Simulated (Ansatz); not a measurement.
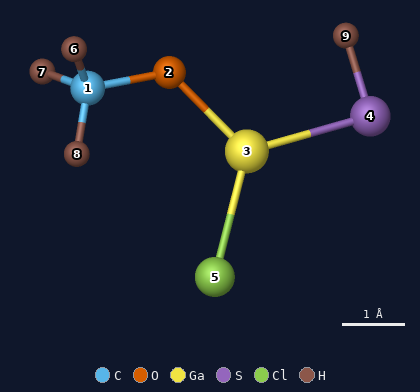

**Figure 1.** The starting structure (ball-and-stick view, seen at a tilt; atoms are numbered from 1 in the order of the input). Sticks mark near contacts. Bond lengths as drawn: Cl–Ga 2.16 Å, C–H 1.11 Å, C–O 1.42 Å, Ga–O 1.79 Å, Ga–S 2.20 Å and H–S 1.37 Å.

# Run report: CH₄ClGaOS, nudged elastic band

CH₄ClGaOS, computed with RKS PBE-D4/def2-SVP (Ansatz 0.2.0).

The run did not end well. One setting was made poor on purpose. It belongs to a series of runs on one base structure; here: band between the two ends.

What the program printed:
```
Engine: ansatz 0.2.0, x86_64-unknown-linux-gnu
Functional definition: PBE
  parameter kappa = 0.804
  parameter beta = 0.06672455060314922
  exchange = pbe_x(kappa = kappa, mu = beta*pi^2/3)
  correlation = pbe_c(beta = beta)
1288 factors; their error is unknown
mean field evaluation 1: about -78842.3531 eV, gradient 6.4e1 eV
mean field evaluation 2: about -78744.8067 eV, gradient 2.0e2 eV
mean field evaluation 4: about -78849.9197 eV, gradient 1.8e1 eV
mean field evaluation 8: about -78850.5539 eV, gradient 1.5e-1 eV
mean field evaluation 16: about -78850.4870 eV, gradient 8.3e-4 eV
mean field -78850.48697153 eV, -2897.7019494242 hartree, gradient 6.5e-5 eV, S^2 0.000000; 0 other end points of the search recorded, 0 dependent functions left out
the calculation of the forces begins
reference -78850.48700850 eV, -2897.7019507826 hartree; 41, 41 occupied and 75, 75 virtual orbitals, 1288 factors
1288 factors; their error is unknown
mean field evaluation 32: about -78850.4853 eV, gradient 2.5e-2 eV
mean field -78850.48525901 eV, -2897.7018864901 hartree, gradient 3.5e-5 eV, S^2 0.000000; 0 other end points of the search recorded, 0 dependent functions left out
[... from here on the field's lines of each further geometry are left out, up to the last ...]
NEB iter   1: max|band force component| = 2.993e1 eV/Å  barrier→ = 4.5950 eV  barrier← = 4.5937 eV  Δτ_max = 0.1969 Å  (202 SCF iters)
NEB iter   2: max|band force component| = 7.868e0 eV/Å  barrier→ = 0.8286 eV  barrier← = 0.8273 eV  Δτ_max = 0.1001 Å  (167 SCF iters)
the calculation of the forces begins
reference -78850.11401170 eV, -2897.6882434031 hartree; 41, 41 occupied and 75, 75 virtual orbitals, 1288 factors
these checks for a lower state are left out or cut short: starts, cluster_reference, orbital_swaps, neighbouring_geometries, increment
1288 factors; their error is unknown
mean field -78850.24933885 eV, -2897.6932165841 hartree, gradient 1.9e-5 eV, S^2 0.000000; 0 other end points of the search recorded, 0 dependent functions left out
the calculation of the forces begins
reference -78850.24937621 eV, -2897.6932179570 hartree; 41, 41 occupied and 75, 75 virtual orbitals, 1288 factors
NEB iter   3: max|band force component| = 3.936e0 eV/Å  barrier→ = 0.3766 eV  barrier← = 0.3753 eV  Δτ_max = 0.2000 Å  (152 SCF iters)
```

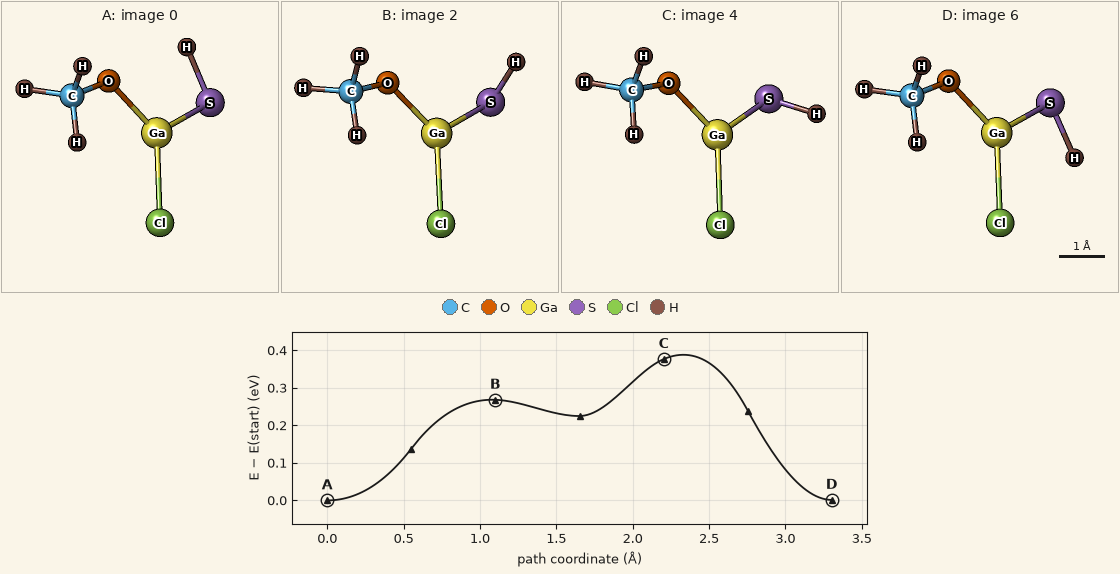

**Figure 2.** Images of the last band (counted from 0; ball-and-stick, seen at a tilt) above the energy along the path; the line is a cubic interpolation that uses the forces. The highest image is number 4, 0.377 eV above the start and 0.375 eV above the end; the end lies 0.001 eV above the start. The path is 3.30 Å long. The band had not converged after 3 iterations.

```
Unfinished report: {"positions_ang":[[1.2149512863315945,1.0745854745085983,0.6581430414331557],[0.6044596472655825,-0.18328848567526235,0.48145415374015393],[-0.693139453511921,-0.6842093060520906,-0.6282964324482733],[-1.3365856726140866,-2.7853498847383507,-0.4103441815159164],[-1.4653730963917588,0.755944827968915,-2.047373161514403],[1.0941774373806001,1.3924321577243177,1.7168029051159057],[2.3056533866235864,0.9995397970801386,0.45154257565567885],[0.7952886128960976,1.8749975433659547,0.008616498001996877],[-2.519432157979695,-2.4446631241822208,-0.2305453984682983]],"unchecked":["starts","cluster_reference","orbital_swaps","neighbouring_geometries","increment"],"mean_field":{"relativity":"none","state":{"energy":{"ev":-78850.11401169993,"hartree":-2897.6882434030886},"converged":true,"gradient_ev":0.00002127788976941646,"stability":{"kind":"minimum","curvature_ev":65.57976356060496},"curvature_floor_ev":0.00030000000000000003,"spin_squared":0.0},"others":[],"fillings":{"estimated":0,"unestimated":0,"tried":0,"untried":0,"excluded_magnetic_sites":0},"n_dropped_functions":0,"n_trapped_functions":0,"passes":{"evaluations":4,"products":26},"factors":{"origin":"density fitting in generated functions","count":1288,"bound_ev":null},"gradient_stop_ev":0.00009,"reference_kind":"stationary","functional":{"name":"PBE","citations":["Perdew, Burke & Ernzerhof, Phys. Rev. Lett. 77, 3865 (1996) doi:10.1103/PhysRevLett.77.3865"],"text":"name \"PBE\"\ncite \"Perdew, Burke & Ernzerhof, Phys. Rev. Lett. 77, 3865 (1996) doi:10.1103/PhysRevLett.77.3865\"\nparent pbe\nparameter kappa = 0.804\nparameter beta = 0.06672455060314922\nexchange = pbe_x(kappa = kappa, mu = beta*pi^2/3)\ncorrelation = pbe_c(beta = beta)\n","parameters":{"beta":{"value":0.06672455060314922,"default":0.06672455060314922},"kappa":{"value":0.804,"default":0.804}},"final_grid":{"core_spheres":13.0,"valence_spheres":11.0,"degree":36.0},"final_grid_parameter_source":"default","radial_points_factor":1.0,"radial_grid_error_ev":3.125828648923977e-7,"grid_sensitivity":"normal","grid_sensitivity_ratio":0.001870803151768979},"unsmoothed_excess_ev":-0.00003791284203791829,"symmetry":{"irreps":["A"],"axes":[[0.9999836180322407,-0.0026263934741989855,0.0050858356705986395],[0.0026392400210957195,0.9999933397550088,-0.002520884316003059],[-0.005079180963570327,0.00253426576000003,0.9999838895791257]],"occupied":[{"A":41},{"A":41}]},"density_repulsion":{"missed_ev":0.00006658776841890777,"excess_ev":0.00006658776823905164,"most_excess_ev":0.0010659999999999999,"are_drawn_again":false,"n_first_factors":1288,"energy_change_ev":0.0,"n_dropped_ends":0},"direct_passes":"host"},"factors":{"origin":"density fitting in generated functions","count":1288,"bound_ev":null},"n_frozen":0,"n_occupied":[41,41],"n_virtual":[75,75],"reference":{"ev":-78850.11401169993,"hartree":-2897.6882434030886},"dispersion":{"energy":{"ev":-0.22857289370330883,"hartree":-0.008399898911324638},"switches_in_reach":[]},"total":{"ev":-78850.34258459363,"hartree":-2897.6966433019998},"forces_ev_per_angstrom":[[-0.020087080047139223,0.043060407002676944,-0.048892878637001716],[0.11357003231894729,-0.11576532913889528,0.10179395560175737],[0.00016233811937073784,0.020530792201930485,0.006007464631749595],[3.825988995877382,-1.1082532815716981,-0.5203304489459938],[-0.023836036758812768,0.003982137261864135,0.04879973350251226],[0.01059783987470098,0.05222522811651705,0.01963439363023062],[0.011225540277377856,0.017211215216936117,-0.01794683675656155],[-0.013947619825000203,0.007243982173991139,-0.03722787054518915],[-3.903674009850301,1.079764848770036,0.44816248746522297]],"charge_distribution":{"dipole_moment_e_ang":[-0.06378589815249427,0.13570299207583914,0.11786197991636917],"mulliken_charges_e":[0.13375785808846352,-0.4430172942142985,0.48219330363025037,-0.1342839029623697,-0.2103389128698261,0.034217922564308445,0.03394387705323876,0.02604823169781867,0.07747891701238319],"lowdin_charges_e":[0.07821433990621429,0.08439365043443647,-0.6573198875114414,0.3249659546610335,0.24845335037666416,-0.014488377029968635,-0.014366934104486306,-0.009702788258903361,-0.04014930847356357]},"n_threads":2,"memory_gib":2.556818182580173,"seconds":{"hamiltonian":1.6993372199999999,"orbitals":0.0,"second_order":0.0,"solver_start":0.0,"cycles":0.0,"cycle":0.0,"perturbative":0.0,"full_ci_increment":0.0,"forces":0.0}}
this run last wrote the band of iteration 3 to [file]
Error: NEB band did not converge after 3 iterations: max|band force component| = 3.94e0 eV/Å (threshold 3.0e-2); raise `neb.max_iterations` in a new run, which can start from the last band evaluated (`neb.initial_path`, with `crystal.atoms` and `neb.final_atoms` set to its first and last images), add images, or start from endpoints closer to local minima. Where this run's directory can be resumed (`checkpoint.write`), a resume goes on for up to `neb.max_iterations` more; to start a new run from the last band, take its images' positions from the `neb_iteration` event of iteration 3 (`data.images[].positions_ang`), in the event stream of the run that computed that iteration (not this run's, if it was resumed behind it). With `checkpoint.write`, `steps/00-neb/state/checkpoint.json` in the run directory holds the last saved band, under `neb.evaluated.images[].positions_ang` (a band under a hybrid functional on support functions is neither saved nor resumed: `neb.initial_path` says where its path is): check the last entry of `neb.iterations` there, which is earlier than 3 if that iteration was not saved or its write failed. If the band's step has no `state` directory and holds `state.next`, a write was cut short, and the file is under `state.next` instead (behind a loss of power it can be under `state.prev`)
this run wrote the band of iteration 3 to [file] as well, whether or not its events were kept: a new run's `neb.initial_path` can list its `images[].positions_ang`
a run's events are kept only if it was started with --events-out <file>, and are in that file
```

The last band as extended XYZ (Å, eV, eV/Å):
```
9
Properties=species:S:1:pos:R:3:forces:R:3 image=0 energy=-78850.71918
C     1.1101    0.9689    0.6412   -0.0061  -0.0120  -0.0028
O     0.3376   -0.2175    0.5485    0.0055   0.0075   0.0015
Ga   -0.9003   -0.4929   -0.7168    0.0007   0.0048  -0.0012
S    -1.9991   -2.3944   -0.7184    0.0002  -0.0008   0.0001
Cl   -1.2520    1.0619   -2.1748    0.0007  -0.0020   0.0030
H     0.9680    1.4331    1.6425   -0.0010  -0.0003  -0.0004
H     2.1907    0.7277    0.5287    0.0000   0.0008   0.0012
H     0.8483    1.7295   -0.1286   -0.0001   0.0014  -0.0015
H    -1.3032   -2.8164    0.3778    0.0001   0.0005   0.0002
9
Properties=species:S:1:pos:R:3:forces:R:3 image=1 energy=-78850.58101
C     1.1360    0.9975    0.6562   -0.0069   0.0084  -0.0516
O     0.4354   -0.2179    0.4656   -0.0118  -0.0460   0.0883
Ga   -0.8139   -0.5425   -0.7713   -0.0231  -0.0220   0.0856
S    -1.8552   -2.4830   -0.7681   -0.5509   0.4437  -2.4104
Cl   -1.2918    0.9784   -2.2284    0.0520  -0.0028  -0.0092
H     1.0544    1.3099    1.7211   -0.0086   0.0078  -0.0102
H     2.2165    0.8550    0.4279   -0.0091   0.0052   0.0010
H     0.7632    1.8338    0.0225   -0.0106  -0.0089  -0.0106
H    -1.6447   -2.7311    0.4745    0.5690  -0.3853   2.3170
9
Properties=species:S:1:pos:R:3:forces:R:3 image=2 energy=-78850.45095
C     1.1688    1.0228    0.6597   -0.0534   0.0184  -0.0862
O     0.5096   -0.2048    0.4239    0.0288  -0.1227   0.1442
Ga   -0.7539   -0.6072   -0.7694   -0.0519   0.0186   0.0167
S    -1.6172   -2.6458   -0.7869    0.7447  -0.1706  -2.5952
Cl   -1.3856    0.9141   -2.1693    0.0664   0.0369  -0.0184
H     1.0926    1.2816    1.7390   -0.0085   0.0199  -0.0057
H     2.2497    0.9258    0.4116   -0.0068   0.0069  -0.0031
H     0.7586    1.8731    0.0695   -0.0168  -0.0023  -0.0160
H    -2.0226   -2.5597    0.4218   -0.7025   0.1949   2.5637
9
Properties=species:S:1:pos:R:3:forces:R:3 image=3 energy=-78850.49416
C     1.2025    1.0397    0.6545   -0.0639   0.1055  -0.0444
O     0.5665   -0.1943    0.4096    0.1147  -0.1483   0.1621
Ga   -0.7292   -0.6588   -0.7180    0.0601   0.0535  -0.1995
S    -1.3760   -2.7804   -0.6968   -0.0460   0.1440   0.0411
Cl   -1.5155    0.8493   -2.0663    0.0352  -0.0193   0.0896
H     1.1132    1.2926    1.7359    0.0023   0.0239  -0.0503
H     2.2883    0.9595    0.4175   -0.0430   0.0105  -0.0105
H     0.7825    1.8877    0.0649    0.0082  -0.0364   0.0033
H    -2.3323   -2.3953    0.1988   -0.0676  -0.1336   0.0085
9
Properties=species:S:1:pos:R:3:forces:R:3 image=4 energy=-78850.34255
C     1.2150    1.0746    0.6581   -0.0201   0.0431  -0.0489
O     0.6045   -0.1833    0.4815    0.1136  -0.1158   0.1018
Ga   -0.6931   -0.6842   -0.6283    0.0002   0.0205   0.0060
S    -1.3366   -2.7854   -0.4103    3.8260  -1.1083  -0.5203
Cl   -1.4654    0.7559   -2.0474   -0.0238   0.0040   0.0488
H     1.0942    1.3924    1.7168    0.0106   0.0522   0.0196
H     2.3057    0.9995    0.4515    0.0112   0.0172  -0.0179
H     0.7953    1.8750    0.0086   -0.0139   0.0072  -0.0372
H    -2.5194   -2.4447   -0.2305   -3.9037   1.0798   0.4482
9
Properties=species:S:1:pos:R:3:forces:R:3 image=5 energy=-78850.47984
C     1.2149    1.1000    0.6627    0.0143   0.0486  -0.0186
O     0.6174   -0.1777    0.6039    0.0699  -0.0597   0.0601
Ga   -0.6819   -0.7102   -0.4932    0.0325   0.0141   0.0250
S    -1.4232   -2.7512   -0.1494    3.1990  -0.7531   1.6342
Cl   -1.3923    0.6447   -2.0251   -0.0289  -0.0131   0.0458
H     1.0776    1.5247    1.6817    0.0094   0.0367   0.0082
H     2.3092    1.0190    0.4761    0.0007   0.0011  -0.0116
H     0.7968    1.8272   -0.0695   -0.0114  -0.0079  -0.0267
H    -2.5184   -2.4766   -0.6872   -3.2855   0.7334  -1.7164
9
Properties=species:S:1:pos:R:3:forces:R:3 image=6 energy=-78850.71789
C     1.2131    1.1230    0.6600    0.0064  -0.0056   0.0055
O     0.5755   -0.1375    0.7817   -0.0012  -0.0017  -0.0003
Ga   -0.6991   -0.7185   -0.3281    0.0037   0.0040  -0.0013
S    -1.5735   -2.7081   -0.0034    0.0015   0.0008   0.0011
Cl   -1.3284    0.5738   -1.9497    0.0035   0.0013   0.0051
H     1.0937    1.6961    1.6066    0.0004  -0.0019  -0.0079
H     2.3032    0.9812    0.4840   -0.0107   0.0033   0.0020
H     0.8113    1.7462   -0.1706   -0.0021   0.0001  -0.0037
H    -2.3959   -2.5562   -1.0804   -0.0015  -0.0003  -0.0004
```

This output came from the following input.

Input file:
```yaml
crystal:
  periodic: [false, false, false]
  atoms:
    - { symbol: C, position_ang: [1.110066, 0.968933, 0.641185] }
    - { symbol: O, position_ang: [0.337576, -0.217494, 0.548504] }
    - { symbol: Ga, position_ang: [-0.900347, -0.492934, -0.716836] }
    - { symbol: S, position_ang: [-1.999073, -2.394378, -0.718353] }
    - { symbol: Cl, position_ang: [-1.251994, 1.061861, -2.174769] }
    - { symbol: H, position_ang: [0.96797, 1.433149, 1.642474] }
    - { symbol: H, position_ang: [2.190744, 0.727703, 0.528658] }
    - { symbol: H, position_ang: [0.848284, 1.729516, -0.128637] }
    - { symbol: H, position_ang: [-1.303226, -2.816367, 0.377774] }
basis:
  gaussian: { orbitals: def2-SVP }
hamiltonian:
  xc: pbe
  dispersion: d4
neb:
  order_check: false
  images: 5
  f_tol: 0.03
  max_iterations: 3
  final_atoms:
    - { symbol: C, position_ang: [1.21309959, 1.12303616, 0.65998876] }
    - { symbol: O, position_ang: [0.57554492, -0.13750276, 0.78174586] }
    - { symbol: Ga, position_ang: [-0.699093, -0.71848341, -0.32813575] }
    - { symbol: S, position_ang: [-1.57347899, -2.70810344, -0.0033896] }
    - { symbol: Cl, position_ang: [-1.32843611, 0.57375489, -1.94973511] }
    - { symbol: H, position_ang: [1.09373434, 1.69605675, 1.60656476] }
    - { symbol: H, position_ang: [2.30322681, 0.98118771, 0.48401411] }
    - { symbol: H, position_ang: [0.81133177, 1.74622356, -0.17062361] }
    - { symbol: H, position_ang: [-2.39592933, -2.55618045, -1.08042942] }
  initial_path:
    images:
      - { positions_ang: [[1.110066, 0.968933, 0.641185], [0.337576, -0.217494, 0.548504], [-0.900347, -0.492934, -0.716836], [-1.999073, -2.394378, -0.718353], [-1.251994, 1.061861, -2.174769], [0.96797, 1.433149, 1.642474], [2.190744, 0.727703, 0.528658], [0.848284, 1.729516, -0.128637], [-1.303226, -2.816367, 0.377774]] }
      - { positions_ang: [[1.13818055, 0.98413326, 0.65085414], [0.37930254, -0.19314276, 0.47096186], [-0.86691241, -0.52005242, -0.76195855], [-1.75542761, -2.50245036, -0.67578303], [-1.35707353, 0.99973352, -2.16995695], [0.99863696, 1.3547332, 1.67457016], [2.21152618, 0.76610376, 0.50655835], [0.85298746, 1.78500714, -0.04758037], [-1.60122013, -2.67407634, 0.35233439]] }
      - { positions_ang: [[1.1662951, 0.99933351, 0.66052328], [0.42102907, -0.16879151, 0.39341971], [-0.83347782, -0.54717084, -0.8070811], [-1.51178222, -2.61052271, -0.63321305], [-1.46215306, 0.93760603, -2.1651449], [1.02930391, 1.2763174, 1.70666633], [2.23230836, 0.80450451, 0.4844587], [0.85769091, 1.84049829, 0.03347625], [-1.89921426, -2.53178568, 0.32689478]] }
      - { positions_ang: [[1.19440965, 1.01453377, 0.67019241], [0.46275561, -0.14444027, 0.31587757], [-0.80004323, -0.57428926, -0.85220365], [-1.26813682, -2.71859507, -0.59064308], [-1.5672326, 0.87547855, -2.16033284], [1.05997087, 1.1979016, 1.73876249], [2.25309054, 0.84290527, 0.46235905], [0.86239437, 1.89598943, 0.11453288], [-2.19720839, -2.38949502, 0.30145517]] }
      - { positions_ang: [[1.20063963, 1.05070123, 0.6667912], [0.50035204, -0.14212777, 0.471167], [-0.76639316, -0.62235398, -0.67751435], [-1.36991755, -2.71509786, -0.39489192], [-1.48763377, 0.774904, -2.0901336], [1.07122536, 1.36395332, 1.69469658], [2.26980263, 0.88899942, 0.4695774], [0.84537351, 1.84606747, 0.01948072], [-2.2634487, -2.44505683, -0.15917303]] }
      - { positions_ang: [[1.20686961, 1.0868687, 0.66338998], [0.53794848, -0.13981526, 0.62645643], [-0.73274308, -0.67041869, -0.50282505], [-1.47169827, -2.71160065, -0.19914076], [-1.40803494, 0.67432945, -2.01993436], [1.08247985, 1.53000503, 1.65063067], [2.28651472, 0.93509356, 0.47679576], [0.82835264, 1.79614551, -0.07557145], [-2.32968902, -2.50061864, -0.61980123]] }
      - { positions_ang: [[1.21309959, 1.12303616, 0.65998876], [0.57554492, -0.13750276, 0.78174586], [-0.699093, -0.71848341, -0.32813575], [-1.57347899, -2.70810344, -0.0033896], [-1.32843611, 0.57375489, -1.94973511], [1.09373434, 1.69605675, 1.60656476], [2.30322681, 0.98118771, 0.48401411], [0.81133177, 1.74622356, -0.17062361], [-2.39592933, -2.55618045, -1.08042942]] }
```

Launched with:
```bash
ansatz run input.yaml --threads 2 --pin off --max-ram 3072MiB --backend cpu --events-out ev --progress --plain --runs-dir out
```

What the run reported:

- outcome: not converged
- barrier, forward (band not converged): 0.377 eV
- barrier, backward: 0.375 eV
- hardware: 2 threads of AMD EPYC (Zen 3), 24 GiB of memory available, shared host
- wall time: 30 s (CPU time 58 s)
- peak memory: 0.19 GiB

The run did not converge: “NEB band did not converge after 3 iterations: max|band force component| = 3.94e0 eV/Å (threshold 3.0e-2); raise `neb.max_iterations` in a new run, which can start from the last band evaluated (`neb.initial_path`, with `crystal.atoms` and `neb.final_atoms` set to its first and last images), add images, or start from endpoints closer to local minima …” Its last values are not results. A deliberately poor setting: few iterations.
